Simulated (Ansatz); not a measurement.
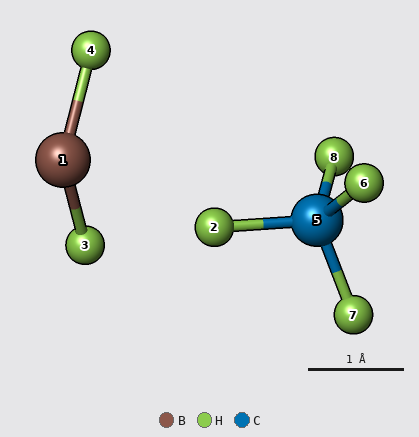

The structure as given in the input (ball-and-stick view, seen at a tilt; atoms are numbered from 1 in the order of the input). Bond lengths as drawn: B–H 1.19 Å and C–H 1.09 to 1.10 Å.

# Run report: CH6B, geometry relaxation

System: CH6B, multiplicity 2.
Method: UKS BHLYP/def2-SVP (Ansatz 0.2.0).

It belongs to a series of runs on one base structure; here: end point B relaxed. Figures and captions count atoms from 1; the log counts them from 0 in places.

**Input file**
```yaml
crystal:
  periodic: [false, false, false]
  atoms:
    - { symbol: B, position_ang: [-0.021767, -0.1589, -0.33831] }
    - { symbol: H, position_ang: [0.100474, -0.844985, 1.945227] }
    - { symbol: H, position_ang: [1.034755, 0.398365, -0.324749] }
    - { symbol: H, position_ang: [-1.120506, 0.308713, -0.353651] }
    - { symbol: C, position_ang: [0.021365, -0.104152, 2.756241] }
    - { symbol: H, position_ang: [-0.634324, -0.506446, 3.530564] }
    - { symbol: H, position_ang: [1.015125, 0.075542, 3.168884] }
    - { symbol: H, position_ang: [-0.395021, 0.831764, 2.377293] }
magnetization:
  spin_polarized: true
  initial_magnetization: 1
basis:
  gaussian: { orbitals: def2-SVP }
hamiltonian:
  xc: { name: BHLYP }
relax:
  f_tol: 0.03
  max_steps: 50
output:
  orbitals: {}
```

Launched with:
```bash
ansatz run input.yaml --threads 1 --pin off --max-ram 2048MiB --backend cpu --events-out ev --progress --plain --runs-dir out
```

**Log**
```
The last accepted step is kept in [file] (removed where the run ends without a failure and the disk answers)
Engine: ansatz 0.2.0, x86_64-unknown-linux-gnu
Functional definition: BHLYP
  parameter a = 0.5
  exchange = (1 - a)*b88_x + a*exact_x
  correlation = lyp_c
653 factors; integrals over basis functions are off by at most 4.3e-4 eV
mean field evaluation 1: about -1803.0167 eV, gradient 2.2e1 eV
mean field evaluation 2: about -1804.0604 eV, gradient 1.7e1 eV
mean field evaluation 4: about -1805.4718 eV, gradient 2.7e-1 eV
mean field evaluation 8: about -1805.5072 eV, gradient 4.6e-2 eV
mean field evaluation 16: about -1805.5075 eV, gradient 1.1e-4 eV
mean field -1805.50748631 eV, -66.3511763048 hartree, gradient 2.9e-5 eV, S^2 0.751306; 2 other end points of the search recorded, 0 dependent functions left out
the calculation of the forces begins
reference -1805.50763980 eV, -66.3511819457 hartree; 9, 8 occupied and 49, 50 virtual orbitals, 653 factors
relax step   1: F+E_penalty+E_count = -1805.50748631 eV  Δ(F+E_penalty+E_count) = +0.000e0 eV  max|allowed force component| = 1.516e-1 eV/Å  Δτ_max = 0.0000 Å  (39 SCF iters, accepted)
these checks for a lower state are left out or cut short: starts, cluster_reference, orbital_swaps, neighbouring_geometries, increment
653 factors; integrals over basis functions are off by at most 4.3e-4 eV
mean field -1805.50836517 eV, -66.3512086023 hartree, gradient 2.8e-5 eV, S^2 0.751307; 0 other end points of the search recorded, 0 dependent functions left out
the calculation of the forces begins
reference -1805.50851865 eV, -66.3512142426 hartree; 9, 8 occupied and 49, 50 virtual orbitals, 653 factors
relax step   2: F+E_penalty+E_count = -1805.50836517 eV  Δ(F+E_penalty+E_count) = -8.789e-4 eV  max|allowed force component| = 4.330e-2 eV/Å  Δτ_max = 0.0246 Å  (30 SCF iters, accepted)
these checks for a lower state are left out or cut short: starts, cluster_reference, orbital_swaps, neighbouring_geometries, increment
653 factors; integrals over basis functions are off by at most 4.3e-4 eV
mean field evaluation 32: about -1805.5086 eV, gradient 2.1e-3 eV
mean field -1805.50860052 eV, -66.3512172516 hartree, gradient 1.7e-5 eV, S^2 0.751308; 0 other end points of the search recorded, 0 dependent functions left out
the calculation of the forces begins
reference -1805.50875397 eV, -66.3512228906 hartree; 9, 8 occupied and 49, 50 virtual orbitals, 653 factors
relax step   3: F+E_penalty+E_count = -1805.50860052 eV  Δ(F+E_penalty+E_count) = -2.354e-4 eV  max|allowed force component| = 7.156e-3 eV/Å  Δτ_max = 0.0236 Å  (30 SCF iters, accepted)
these checks for a lower state are left out or cut short: starts, cluster_reference, orbital_swaps, neighbouring_geometries, increment
653 factors; integrals over basis functions are off by at most 4.4e-4 eV
mean field -1805.50879295 eV, -66.3512243233 hartree, gradient 2.8e-5 eV, S^2 0.751304; 0 other end points of the search recorded, 0 dependent functions left out
the calculation of the forces begins
reference -1805.50894659 eV, -66.3512299693 hartree; 9, 8 occupied and 49, 50 virtual orbitals, 653 factors
relax step   4: F+E_penalty+E_count = -1805.50879295 eV  Δ(F+E_penalty+E_count) = -1.924e-4 eV  max|allowed force component| = 2.908e-2 eV/Å  Δτ_max = 0.0303 Å  (36 SCF iters, accepted)
these checks for a lower state are left out or cut short: starts, cluster_reference, orbital_swaps, neighbouring_geometries, increment
653 factors; integrals over basis functions are off by at most 4.6e-4 eV
mean field -1805.50820695 eV, -66.3512027878 hartree, gradient 2.0e-5 eV, S^2 0.751304; 0 other end points of the search recorded, 0 dependent functions left out
the calculation of the forces begins
reference -1805.50836078 eV, -66.3512084411 hartree; 9, 8 occupied and 49, 50 virtual orbitals, 653 factors
relax step   5: F+E_penalty+E_count = -1805.50820695 eV  Δ(F+E_penalty+E_count) = +5.860e-4 eV  max|allowed force component| = 1.316e-1 eV/Å  Δτ_max = 0.0792 Å  (37 SCF iters, rejected (line search))
these checks for a lower state are left out or cut short: starts, cluster_reference, orbital_swaps, neighbouring_geometries, increment
653 factors; integrals over basis functions are off by at most 4.5e-4 eV
mean field -1805.50905306 eV, -66.3512338818 hartree, gradient 2.0e-5 eV, S^2 0.751302; 0 other end points of the search recorded, 0 dependent functions left out
the calculation of the forces begins
reference -1805.50920683 eV, -66.3512395327 hartree; 9, 8 occupied and 49, 50 virtual orbitals, 653 factors
relax step   6: F+E_penalty+E_count = -1805.50905306 eV  Δ(F+E_penalty+E_count) = -2.601e-4 eV  max|allowed force component| = 3.027e-2 eV/Å  Δτ_max = 0.0383 Å  (38 SCF iters, accepted)
these checks for a lower state are left out or cut short: starts, cluster_reference, orbital_swaps, neighbouring_geometries, increment
653 factors; integrals over basis functions are off by at most 4.6e-4 eV
mean field -1805.50914039 eV, -66.3512370913 hartree, gradient 3.0e-5 eV, S^2 0.751303; 0 other end points of the search recorded, 0 dependent functions left out
the calculation of the forces begins
reference -1805.50929433 eV, -66.3512427485 hartree; 9, 8 occupied and 49, 50 virtual orbitals, 653 factors
relax step   7: F+E_penalty+E_count = -1805.50914039 eV  Δ(F+E_penalty+E_count) = -8.734e-5 eV  max|allowed force component| = 4.302e-2 eV/Å  Δτ_max = 0.0389 Å  (37 SCF iters, accepted)
these checks for a lower state are left out or cut short: starts, cluster_reference, orbital_swaps, neighbouring_geometries, increment
653 factors; integrals over basis functions are off by at most 4.6e-4 eV
mean field evaluation 64: about -1805.4775 eV, gradient 2.1e-1 eV
mean field -1805.50925037 eV, -66.3512411330 hartree, gradient 2.1e-5 eV, S^2 0.751305; 0 other end points of the search recorded, 0 dependent functions left out
the calculation of the forces begins
reference -1805.50940425 eV, -66.3512467879 hartree; 9, 8 occupied and 49, 50 virtual orbitals, 653 factors
relax step   8: F+E_penalty+E_count = -1805.50925037 eV  Δ(F+E_penalty+E_count) = -1.100e-4 eV  max|allowed force component| = 2.525e-2 eV/Å  Δτ_max = 0.0058 Å  (28 SCF iters, accepted)
```

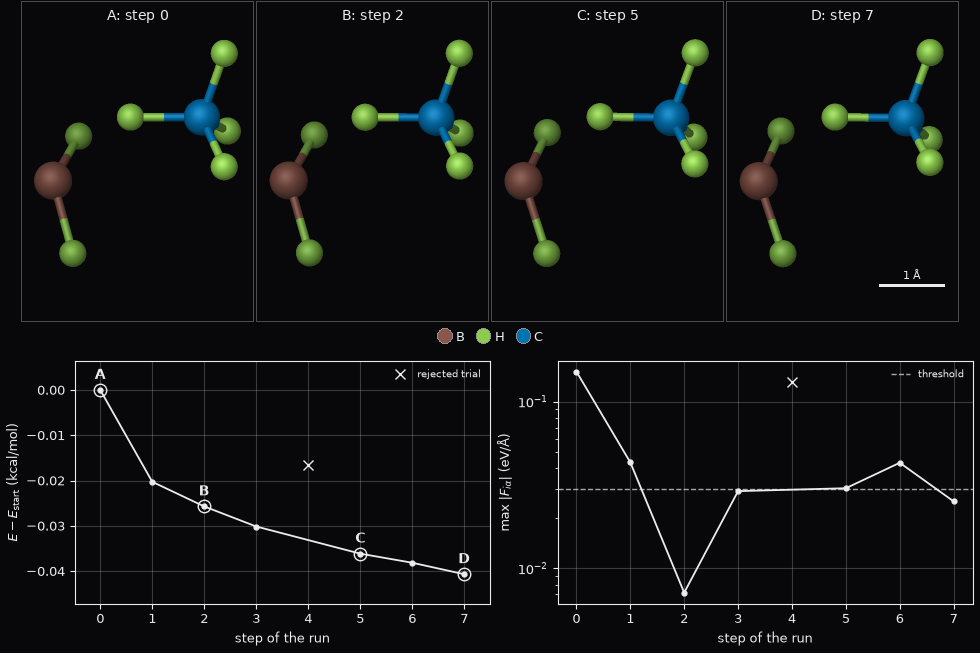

Frames of the relaxation (ball-and-stick view, seen at a tilt) above the curves, on which the letters mark them (the first geometry is step 0 here and step 1 in the log).

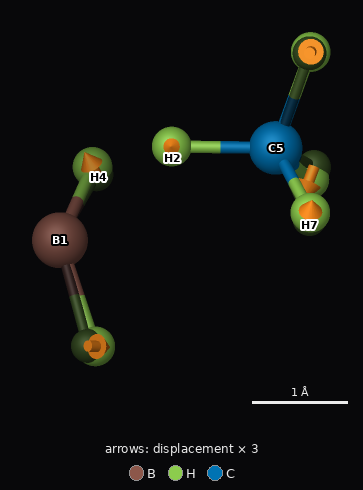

Start (faint) and end (solid) with the displacements as orange arrows, magnified 3 times (ball-and-stick view, seen at a tilt). The two geometries are laid on each other by the best rigid fit. H8 moves most after the best rigid fit: 0.14 Å. By element the largest moves are H 0.14 Å, C 0.02 Å, B 0.01 Å. Among the contacts that change: H2–C5 1.101 → 1.095 Å. After 7 geometry steps the energy has fallen by 0.04 kcal/mol. The largest force component goes from 0.15 to 0.025 eV/Å. The line search rejected the trial step at point 4 (counted from 0) and went back. (Atoms are counted from 1 in the order of the input.)

```
653 factors; integrals over basis functions are off by at most 4.6e-4 eV
mean field -1805.50925037 eV, -66.3512411330 hartree, gradient 2.1e-5 eV, S^2 0.751305; 3 other end points of the search recorded, 0 dependent functions left out
the calculation of the forces begins
reference -1805.50940425 eV, -66.3512467879 hartree; 9, 8 occupied and 49, 50 virtual orbitals, 653 factors
Total energy: -1805.50940425 eV, -66.3512467879 hartree
Atom 0 at    -0.018839    -0.146794    -0.335832 Å, force    -0.001783     0.009435    -0.003927 eV/Å
Atom 1 at     0.128880    -0.876797     1.971086 Å, force    -0.000159    -0.006140    -0.006417 eV/Å
Atom 2 at     0.982658     0.503359    -0.322174 Å, force    -0.010152    -0.006045     0.001999 eV/Å
Atom 3 at    -1.155993     0.217776    -0.329665 Å, force     0.011703    -0.004944     0.002781 eV/Å
Atom 4 at     0.038465    -0.111829     2.748819 Å, force    -0.011281     0.025248     0.023172 eV/Å
Atom 5 at    -0.713783    -0.434065     3.471482 Å, force     0.020799     0.007855    -0.020932 eV/Å
Atom 6 at     1.003710     0.005523     3.244401 Å, force    -0.018912    -0.002121    -0.008495 eV/Å
Atom 7 at    -0.264997     0.842729     2.313382 Å, force     0.009785    -0.023289     0.011819 eV/Å
Dipole moment:    -0.010978     0.094998     0.085605 e Å
```

**Trajectory as extended XYZ (Å, eV, eV/Å), 8 frames, from step=1 to step=8**
```
8
Properties=species:S:1:pos:R:3:forces:R:3 step=1 energy=-1805.50749
B    -0.0218   -0.1589   -0.3383    0.0077   0.0186  -0.0137
H     0.1005   -0.8450    1.9452   -0.0215   0.1313   0.1516
H     1.0348    0.3984   -0.3247   -0.0189  -0.0104   0.0087
H    -1.1205    0.3087   -0.3537    0.0097  -0.0097   0.0084
C     0.0214   -0.1042    2.7562    0.0062  -0.1208  -0.1481
H    -0.6343   -0.5064    3.5306    0.0049   0.0095  -0.0205
H     1.0151    0.0755    3.1689   -0.0087   0.0100  -0.0040
H    -0.3950    0.8318    2.3773    0.0205  -0.0286   0.0176
8
Properties=species:S:1:pos:R:3:forces:R:3 step=2 energy=-1805.50836
B    -0.0252   -0.1568   -0.3331    0.0046   0.0094  -0.0040
H     0.1111   -0.8514    1.9487   -0.0044   0.0355   0.0429
H     1.0290    0.4033   -0.3098   -0.0079  -0.0032   0.0013
H    -1.1255    0.3064   -0.3397    0.0028  -0.0056   0.0026
C     0.0245   -0.1059    2.7487   -0.0009  -0.0420  -0.0433
H    -0.6441   -0.4985    3.5165    0.0029   0.0087  -0.0066
H     1.0127    0.0748    3.1737   -0.0058   0.0036  -0.0018
H    -0.3824    0.8279    2.3566    0.0088  -0.0064   0.0089
8
Properties=species:S:1:pos:R:3:forces:R:3 step=3 energy=-1805.50860
B    -0.0265   -0.1525   -0.3322    0.0011   0.0005  -0.0019
H     0.1186   -0.8628    1.9575    0.0015  -0.0050  -0.0058
H     1.0229    0.4156   -0.3069   -0.0014   0.0022  -0.0002
H    -1.1308    0.3007   -0.3340   -0.0001  -0.0023   0.0007
C     0.0271   -0.1088    2.7461   -0.0055  -0.0012   0.0072
H    -0.6549   -0.4866    3.5095    0.0026   0.0064  -0.0028
H     1.0106    0.0704    3.1824   -0.0016  -0.0001   0.0005
H    -0.3670    0.8239    2.3391    0.0035  -0.0004   0.0023
8
Properties=species:S:1:pos:R:3:forces:R:3 step=4 energy=-1805.50879
B    -0.0253   -0.1488   -0.3391   -0.0023   0.0025   0.0087
H     0.1237   -0.8734    1.9669    0.0015  -0.0147  -0.0190
H     1.0128    0.4396   -0.3075   -0.0034   0.0017  -0.0051
H    -1.1387    0.2821   -0.3303    0.0052  -0.0028  -0.0046
C     0.0305   -0.1113    2.7465   -0.0130   0.0220   0.0291
H    -0.6715   -0.4695    3.5015    0.0111   0.0060  -0.0102
H     1.0090    0.0562    3.1988   -0.0054  -0.0034  -0.0008
H    -0.3403    0.8248    2.3247    0.0064  -0.0113   0.0020
8
Properties=species:S:1:pos:R:3:forces:R:3 step=5 energy=-1805.50821 accepted=F
B    -0.0229   -0.1392   -0.3324   -0.0098   0.0396  -0.0156
H     0.1365   -0.8991    1.9904   -0.0043  -0.0502  -0.0554
H     0.9852    0.5040   -0.3205   -0.0483  -0.0266   0.0059
H    -1.1591    0.2344   -0.3349    0.0587  -0.0175   0.0084
C     0.0396   -0.1179    2.7479   -0.0654   0.1209   0.1316
H    -0.7144   -0.4266    3.4795    0.1024   0.0379  -0.0984
H     1.0049    0.0174    3.2424   -0.0711  -0.0025  -0.0274
H    -0.2697    0.8270    2.2891    0.0379  -0.1016   0.0507
8
Properties=species:S:1:pos:R:3:forces:R:3 step=6 energy=-1805.50905
B    -0.0215   -0.1460   -0.3407   -0.0016   0.0065   0.0033
H     0.1249   -0.8805    1.9744   -0.0006  -0.0113  -0.0155
H     0.9985    0.4740   -0.3166   -0.0064  -0.0027  -0.0013
H    -1.1472    0.2518   -0.3323    0.0072  -0.0043  -0.0015
C     0.0342   -0.1130    2.7490   -0.0102   0.0292   0.0303
H    -0.6921   -0.4493    3.4914    0.0177   0.0065  -0.0174
H     1.0075    0.0323    3.2206   -0.0159  -0.0030  -0.0051
H    -0.3041    0.8306    2.3156    0.0099  -0.0210   0.0072
8
Properties=species:S:1:pos:R:3:forces:R:3 step=7 energy=-1805.50914
B    -0.0190   -0.1456   -0.3397   -0.0013   0.0218   0.0009
H     0.1279   -0.8809    1.9751   -0.0010  -0.0091  -0.0106
H     0.9834    0.5042   -0.3198   -0.0232  -0.0140  -0.0009
H    -1.1564    0.2199   -0.3326    0.0246  -0.0087   0.0010
C     0.0385   -0.1128    2.7496   -0.0148   0.0426   0.0388
H    -0.7126   -0.4325    3.4755    0.0362   0.0137  -0.0342
H     1.0052    0.0073    3.2429   -0.0374  -0.0033  -0.0160
H    -0.2668    0.8402    2.3105    0.0169  -0.0430   0.0210
8
Properties=species:S:1:pos:R:3:forces:R:3 step=8 energy=-1805.50925
B    -0.0188   -0.1468   -0.3358   -0.0018   0.0094  -0.0039
H     0.1289   -0.8768    1.9711   -0.0002  -0.0061  -0.0064
H     0.9827    0.5034   -0.3222   -0.0102  -0.0060   0.0020
H    -1.1560    0.2178   -0.3297    0.0117  -0.0049   0.0028
C     0.0385   -0.1118    2.7488   -0.0113   0.0252   0.0232
H    -0.7138   -0.4341    3.4715    0.0208   0.0079  -0.0209
H     1.0037    0.0055    3.2444   -0.0189  -0.0021  -0.0085
H    -0.2650    0.8427    2.3134    0.0098  -0.0233   0.0118
```

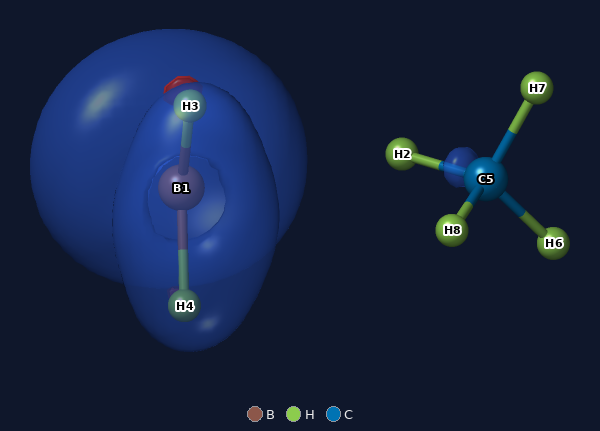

Isosurfaces of the spin density (α minus β) at +0.015 (blue) and −0.015 e/Å³ (red), seen at a tilt. The unpaired spin (1 electron) lies mostly on B1 (about 0.8), in electrons by Hirshfeld's partition.

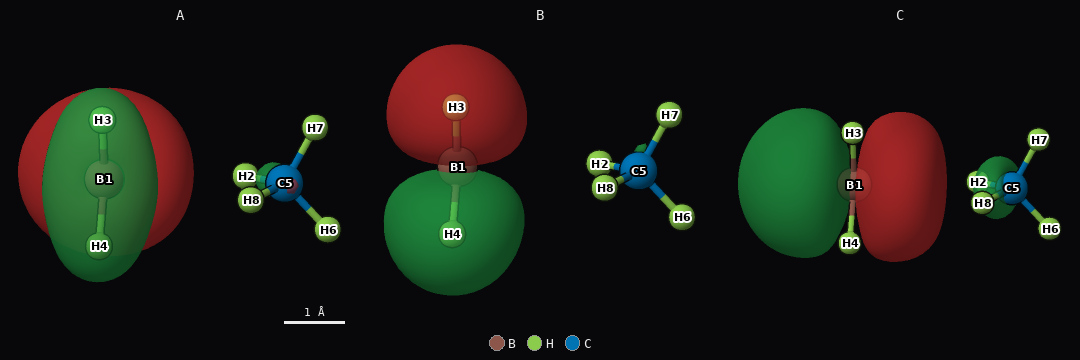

Three frontier orbitals at ±0.1 Å⁻³ᐟ² (green and red are the two phases). B is the HOMO−1 (α) (−11.85 eV). It lies mainly on B1 (45 %), H3 (25 %) and H4 (25 %). A is the HOMO (α) (−7.10 eV). By Hirshfeld shares it lies mainly on B1 (80 %). C is the LUMO (α) (−0.65 eV). By Hirshfeld shares it lies mainly on B1 (75 %). The HOMO–LUMO gap is 6.45 eV between the orbital energies.

**Key numbers**

| quantity | value |
| --- | --- |
| outcome | converged |
| total energy | −1805.5094 eV |
| mean-field energy | −1805.5094 eV |
| ⟨S²⟩ | 0.751 |
| largest force (length of the vector) at the end | 0.036 eV/Å |
| hardware | 1 thread of Intel Xeon @ 2.50GHz (Skylake/Cascade Lake), 32 GiB of memory available, shared host |
| wall time | 20 s |
| peak memory | 0.14 GiB |
